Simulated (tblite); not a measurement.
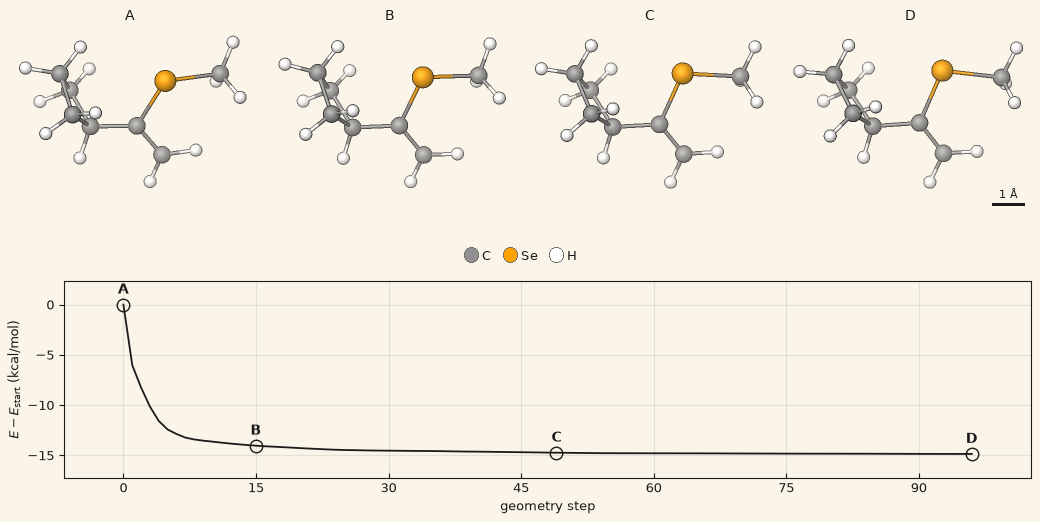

Frames of a relaxation of C7H12Se, marked on the history of the run. Style: ball-and-stick. Shown at a tilt.

The calculation used tblite, GFN2-xTB geometry optimisation, gas phase. 

**What happens along the run?**

The largest move after the best rigid fit is that of the Se atom, 0.55 Å. By element the largest moves are Se 0.55 Å, H 0.40 Å, C 0.20 Å. Some distances before and after: C–C 1.486 → 1.545 Å, C–H 1.130 → 1.087 Å, C–C 1.504 → 1.534 Å, C–H 1.099 → 1.075 Å. Bond angles that change, for instance: C–C–C 107.2° → 115.7°, C–C–H 116.0° → 123.5°, C–C–Se 115.1° → 122.3°. Groups turn about C–Se by about 25°, C–Se by about 20°. After 96 geometry steps the energy has fallen by 14.9 kcal/mol. The run took 2.6 s on 1 thread of Intel(R) Xeon(R) Processor @ 2.50GHz, with other jobs on the host. From step 0 to 15: an H atom moves most (0.18 Å), energy −14.0 kcal/mol. From step 15 to 49: Se and H atoms move most (0.21 Å), energy −0.70 kcal/mol. From step 49 to 96: Se and H atoms move most (0.20 Å), energy −0.12 kcal/mol.

```
step  E − E(0), kcal/mol
   0                0.00
   1               -6.02
   2               -8.25
   3              -10.14
   4              -11.58
   5              -12.42
   6              -12.87
   7              -13.22
   8              -13.41
   9              -13.53
  10              -13.62
  15              -14.03
  19              -14.23
  24              -14.44
  28              -14.51
  33              -14.55
  37              -14.59
  42              -14.65
  46              -14.69
  51              -14.75
  55              -14.78
  60              -14.79
  64              -14.79
  69              -14.81
  73              -14.82
  78              -14.83
  82              -14.83
  87              -14.84
  91              -14.85
  96              -14.85
```
